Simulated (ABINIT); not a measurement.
# A GW chain in ABINIT: Diamond (Fd-3m, 2 atoms a cell)

Aim: the G0W0 gap of Diamond (Fd-3m, 2 atoms a cell) on PBE, step by step.

Program: ABINIT 10.8.3. Level of theory: PBE and many-body steps on it, plane waves. Results are calculated unless marked as measured.

**The experiments to reproduce.**

- Gap 5.5 eV: band gap, experimental literature value; bulk crystal (quoted in “Fermi level pinning by defects can explain the large reported carbon 1s binding energy variations in diamond”, 2019, arxiv:1902.02958).

- Gap 5.47 eV: experimental band gap used as input; bulk crystal (quoted in “Enhanced Electron Emission Performance and Air‐Surface Stability in ScO‐Terminated Diamond for Thermionic Energy Converters”, 2024, pmc:11600692).

Most raw output is cut from this account.

### Step 1. The starting structure

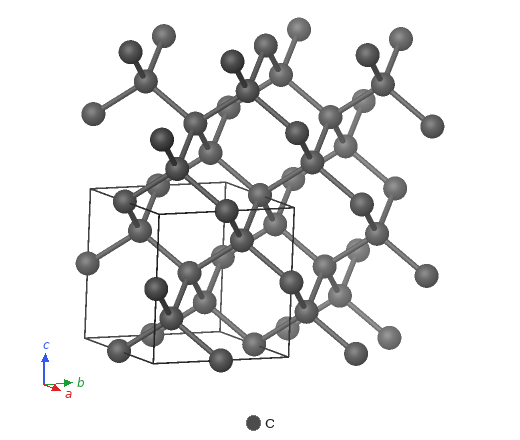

The cell as given, slightly off an axis (carbon dark grey). 1×2×2 cells are drawn. This picture shows the conventional cell, with its axes. Some periodic images of atoms are drawn too.

The cell and positions come from the Crystallography Open Database and are kept as given unless a step says otherwise.

### Step 2. Ground state

This step: ABINIT 10.8.3; DFT, PBE, plane waves, norm-conserving pseudopotentials.

The ground-state density comes first.

Input file run.abi:

```
acell 3*1.0 Angstrom
rprim 
  -0.000000000000 1.783370000000 1.783370000000
  1.783370000000 -0.000000000000 1.783370000000
  1.783370000000 1.783370000000 0.000000000000
ntypat 1
znucl 6
natom 2
typat 1 1
xred 
  -0.000000000000 0.000000000000 0.000000000000
  0.250000000000 0.250000000000 0.250000000000
pp_dirpath "pseudos"
pseudos "C.upf"
ecut 37
ngkpt 10 10 10
nshiftk 1
shiftk 0 0 0
kptopt 1
chksymbreak 0
nband 9
occopt 1
tolvrs 1e-10
nstep 60
prtwf 0
optforces 0
optstress 0
indata_prefix "in"
outdata_prefix "out"
tmpdata_prefix "tmp"
```

Command:

```console
$ OMP_NUM_THREADS=1 mpirun -n 4 abinit run.abi > log
```

Elapsed: 3.9 s, on 4 MPI ranks of Arm Neoverse V1, shared host; peak memory 0.24 GiB.

Numbers from this step:

- total energy: -327.5546 eV
- gap: 4.229 eV
- k of the valence top: 0, 0, 0
- k of the conduction bottom: 0.4, 0.4, 0
- least direct gap: 5.626 eV

The gap is indirect, with the least direct gap 1.40 eV higher.

### Step 3. Bands along the symmetry lines

The cheap functional maps the bands first; the places of the edges decide which points the dearer methods must see.

Input file run.abi:

```
acell 3*1.0 Angstrom
rprim 
  -0.000000000000 1.783370000000 1.783370000000
  1.783370000000 -0.000000000000 1.783370000000
  1.783370000000 1.783370000000 0.000000000000
ntypat 1
znucl 6
natom 2
typat 1 1
xred 
  -0.000000000000 0.000000000000 0.000000000000
  0.250000000000 0.250000000000 0.250000000000
pp_dirpath "pseudos"
pseudos "C.upf"
ecut 37
iscf -2
irdden 1
kptopt 0
nkpt 50
kpt 
  0.00000000 0.00000000 0.00000000
  0.06250000 0.00000000 0.06250000
  0.12500000 0.00000000 0.12500000
  0.18750000 0.00000000 0.18750000
  0.25000000 0.00000000 0.25000000
  0.31250000 0.00000000 0.31250000
  0.37500000 0.00000000 0.37500000
  0.43750000 0.00000000 0.43750000
  0.50000000 0.00000000 0.50000000
  0.51562500 0.03125000 0.51562500
  0.53125000 0.06250000 0.53125000
  0.54687500 0.09375000 0.54687500
  0.56250000 0.12500000 0.56250000
  0.57812500 0.15625000 0.57812500
  0.59375000 0.18750000 0.59375000
  0.60937500 0.21875000 0.60937500
  0.62500000 0.25000000 0.62500000
  0.37500000 0.37500000 0.75000000
  0.32812500 0.32812500 0.65625000
  0.28125000 0.28125000 0.56250000
  0.23437500 0.23437500 0.46875000
  0.18750000 0.18750000 0.37500000
  0.14062500 0.14062500 0.28125000
  0.09375000 0.09375000 0.18750000
  0.04687500 0.04687500 0.09375000
  0.00000000 0.00000000 0.00000000
  0.06250000 0.06250000 0.06250000
  0.12500000 0.12500000 0.12500000
  0.18750000 0.18750000 0.18750000
  0.25000000 0.25000000 0.25000000
  0.31250000 0.31250000 0.31250000
  0.37500000 0.37500000 0.37500000
  0.43750000 0.43750000 0.43750000
  0.50000000 0.50000000 0.50000000
  0.50000000 0.46875000 0.53125000
  0.50000000 0.43750000 0.56250000
  0.50000000 0.40625000 0.59375000
  0.50000000 0.37500000 0.62500000
  0.50000000 0.34375000 0.65625000
  0.50000000 0.31250000 0.68750000
  0.50000000 0.28125000 0.71875000
  0.50000000 0.25000000 0.75000000
  0.50000000 0.21875000 0.71875000
  0.50000000 0.18750000 0.68750000
  0.50000000 0.15625000 0.65625000
  0.50000000 0.12500000 0.62500000
  0.50000000 0.09375000 0.59375000
  0.50000000 0.06250000 0.56250000
  0.50000000 0.03125000 0.53125000
  0.50000000 0.00000000 0.50000000
istwfk *1
nband 11
nbdbuf 2
tolwfr 1e-08
nstep 40
prtwf 0
prtvol 0
indata_prefix "in"
outdata_prefix "out"
tmpdata_prefix "tmp"
```

It took 2.9 s on 4 MPI ranks; peak memory 0.07 GiB.

This step gave:

- gap: 4.190 eV
- k of the valence top: 0, 0, 0
- k of the conduction bottom: 0.375, 0, 0.375
- least direct gap: 5.626 eV

The gap is 4.190 eV, −0.039 eV from the run before at this level.

The electronic bands at the labelled points (eV, zero at the top of the highest filled band; v1 is the highest filled band, c1 the lowest empty one):

| point | v4 | v3 | v2 | v1 | c1 | c2 | c3 | c4 |
| --- | --- | --- | --- | --- | --- | --- | --- | --- |
| Γ | -21.49 | 0.00 | 0.00 | 0.00 | 5.63 | 5.63 | 5.63 | 13.33 |
| X | -12.78 | -12.78 | -6.32 | -6.32 | 4.83 | 4.83 | 16.82 | 16.82 |
| U | -12.99 | -11.74 | -9.33 | -5.38 | 5.74 | 10.80 | 14.40 | 15.64 |
| jump to K | -12.99 | -11.74 | -9.33 | -5.38 | 5.74 | 10.80 | 14.40 | 15.64 |
| Γ | -21.49 | 0.00 | 0.00 | 0.00 | 5.63 | 5.63 | 5.63 | 13.33 |
| L | -15.71 | -13.39 | -2.81 | -2.81 | 8.52 | 8.52 | 8.90 | 15.71 |
| W | -11.99 | -11.99 | -8.33 | -8.33 | 10.68 | 10.68 | 12.35 | 12.35 |
| X | -12.78 | -12.78 | -6.32 | -6.32 | 4.83 | 4.83 | 16.82 | 16.82 |

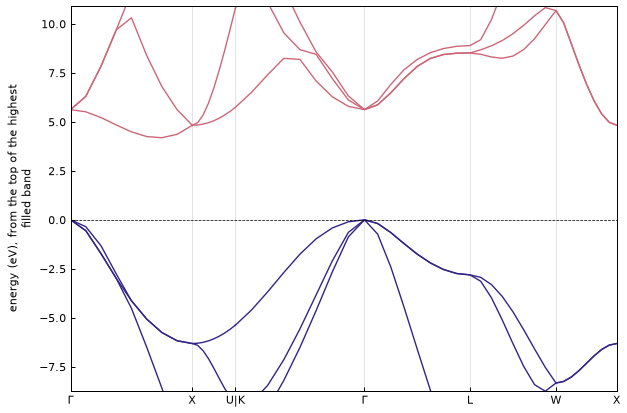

Electronic bands along the path; lines of filled and empty bands in two colours.

### Step 4. Empty states on the mesh, 8×8×8 mesh, 64 bands

The sums over transitions need many empty states on a uniform mesh; this step solves for them.

Input file run.abi:

```
acell 3*1.0 Angstrom
rprim 
  -0.000000000000 1.783370000000 1.783370000000
  1.783370000000 -0.000000000000 1.783370000000
  1.783370000000 1.783370000000 0.000000000000
ntypat 1
znucl 6
natom 2
typat 1 1
xred 
  -0.000000000000 0.000000000000 0.000000000000
  0.250000000000 0.250000000000 0.250000000000
pp_dirpath "pseudos"
pseudos "C.upf"
ecut 37
ngkpt 8 8 8
nshiftk 1
shiftk 0 0 0
kptopt 1
chksymbreak 0
irdden 1
istwfk *1
nband 64
prtvol 0
optdriver 6
gwr_task "HDIAGO"
paral_kgb 0
occopt 1
indata_prefix "in"
outdata_prefix "out"
tmpdata_prefix "tmp"
```

It took 7.4 s on 4 MPI ranks; peak memory 0.28 GiB.

This step gave:

```yaml
gap: 4.190 eV
k_of_the_valence_top: 0, 0, 0
k_of_the_conduction_bottom: 0.375, 0.375, 0
least_direct_gap: 5.626 eV
k_points_computed: 29
lowest_point_of_the_top_converged_band_above_the_valence_top: 121.9261 eV
```

On this mesh the gap is 4.190 eV.

### Step 5. Screening, 8×8×8 mesh, 56 bands, screening to 217.7 eV

The RPA dielectric matrix is built and inverted for each q.

This step: RPA screening on PBE, plane waves, norm-conserving pseudopotentials.

run.abi, as its differences from that of step 4:

```diff
@@ -20,10 +20,11 @@
 chksymbreak 0
-irdden 1
 istwfk *1
-nband 64
-prtvol 0
-optdriver 6
-gwr_task "HDIAGO"
-paral_kgb 0
 occopt 1
+irdwfk 1
+optdriver 3
+nband 56
+ecuteps 8
+inclvkb 2
+awtr 1
+symchi 1
 indata_prefix "in"
```

Run time: 32 s. Hardware: 4 MPI ranks; peak memory 0.6 GiB.

Numbers from this step:

```
ε∞ with local fields, on this mesh, along the program's q direction : 5.529
the same without local fields                                       : 5.948
plasma frequency                                                    : 31.18 eV
plane waves in the screening matrix                                 : 65
```

Local fields lower ε∞ by 7 %.

### Step 6. Self-energy, 8×8×8 mesh, 56 bands, screening to 217.7 eV

The self-energy is evaluated for the states that the input lists, and the levels follow from it, in one-shot runs by the linearised quasiparticle equation.

This step: G0W0 on PBE, plane waves, norm-conserving pseudopotentials.

run.abi, as its differences from that of step 5:

```diff
@@ -23,8 +23,17 @@
 irdwfk 1
-optdriver 3
+optdriver 4
 nband 56
+gwcalctyp 0
+ecutsigx 37
+symsigma 1
+nkptgw 2
+kptgw 
+  0.0000000000 0.0000000000 0.0000000000
+  0.3750000000 0.3750000000 0.0000000000
+bdgw 
+  2 7
+  3 6
 ecuteps 8
-inclvkb 2
-awtr 1
-symchi 1
+irdscr 1
+ppmodel 1
 indata_prefix "in"
```

Wall time 4 s (4 MPI ranks); peak memory 0.56 GiB; 16 s of CPU time.

This step gave:

```
G0W0 gap on the points computed              : 5.424 eV
starting gap on the mesh                     : 4.190 eV
k of the valence top                         : 0, 0, 0
k of the conduction bottom                   : 0.375, 0.375, 0
Z at the valence top                         : 0.832
Z at the conduction bottom                   : 0.842
least direct G0W0 gap on the computed points : 7.356 eV
```

The gap on the mesh goes from 4.19 eV to 5.42 eV, a correction of +1.23 eV. The start differs from the 4.23 eV found before because the two sample other k points.

Limits: finite bands, cutoff and mesh. v1 is the top filled band, c1 the lowest empty one. Levels before and after the correction, in eV, zero at the valence-band top of each column:

|  | conduction bottom | valence top |
| --- | --- | --- |
| Kohn-Sham | 4.19 | 0.00 |
| G0W0 | 5.42 | 0.00 |

|  | level | energy (eV) |
| --- | --- | --- |
| Kohn-Sham | Γ v3-v1 | 0.000 |
| Kohn-Sham | Γ c1-c3 | 5.626 |
| Kohn-Sham | (0.375 0.375 0) v2-v1 | -5.754 |
| Kohn-Sham | (0.375 0.375 0) c1 | 4.190 |
| Kohn-Sham | (0.375 0.375 0) c2 | 6.803 |
| G0W0 | Γ v3-v1 | 0.000 |
| G0W0 | Γ c1-c3 | 7.356 |
| G0W0 | (0.375 0.375 0) v2-v1 | -6.162 |
| G0W0 | (0.375 0.375 0) c1 | 5.424 |
| G0W0 | (0.375 0.375 0) c2 | 8.015 |

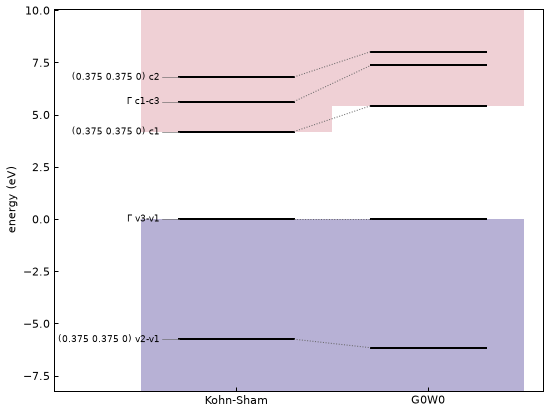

Levels before and after the correction. Shaded: valence and conduction bands.

### Step 7. Where the time went

Times are wall times on 4 MPI ranks of Arm Neoverse V1, shared host, good to a factor of about two.

| step | time | share | memory (GiB) |
| --- | --- | --- | --- |
| ground state | 3.9 s | 8 % | 0.24 |
| bands along the symmetry lines | 2.9 s | 6 % | 0.07 |
| empty states on the mesh | 7.4 s | 15 % | 0.28 |
| screening | 32 s | 63 % | 0.6 |
| self-energy | 4 s | 8 % | 0.56 |

### Step 8. Summary of results

| Quantity | Value |
| --- | --- |
| PBE gap | 4.19 eV, indirect |
| G0W0 gap on the mesh | 5.42 eV |
| GW settings | 8×8×8 mesh, 56 bands, screening to 217.7 eV, Godby-Needs plasmon pole |
| known limits | not at the basis limit |

G0W0 moves the gap on the mesh from 4.19 eV to 5.42 eV (+1.23 eV), with Z of 0.83 and 0.84 at the edges. Local fields lower the RPA ε∞ on this mesh from 5.95 to 5.53. Only 2 of the mesh's irreducible points were corrected, so a valley elsewhere could overtake. The dearest step here is «screening». Against experiment, by G0W0@PBE: the gap of 5.42 eV lies −0.08 eV from the measured 5.5 eV (kind not stated, quoted 2019); the gap of 5.42 eV lies −0.05 eV from the measured 5.47 eV (kind not stated, quoted 2024). The calculation has static nuclei and no excitons; a measured gap holds zero-point and thermal motion, which mostly lowers it. Bands and cutoff are finite, so the gap is not at the basis limit. The miss can reach some tenths of an eV and take either sign; the mesh is an error of its own. In the G0W0 run levels were corrected at 2 k points alone, so a gap called «on the mesh» is the least over those, and an edge elsewhere would be missed.

[Paths, hosts, dates, memory and timing lines, banners, echoed tables and standing remarks are left out of the program output.]

[Logs are printed without paths, hosts, clocks, repeated set-up lines and the standing remarks that a program may print on its own settings, such as how far it seeks lower states.]

[Runs of the session that timed out or met a known fault of the program may be left out.]

[Hosts, paths, dates, database ids (printed as entryN), source tags and the programs' standing remarks are cut or masked in the printed files.]

[G0W0 gaps are taken among the corrected bands and points alone; a level outside them can change the order at an edge.]

[Where Ansatz stands beside ABINIT at settings called matched, ABINIT's density can come from a denser mesh and the files from another edition; pairs whose starting gaps differed by over 0.03 eV were left out, so agreement reads better than it is.]
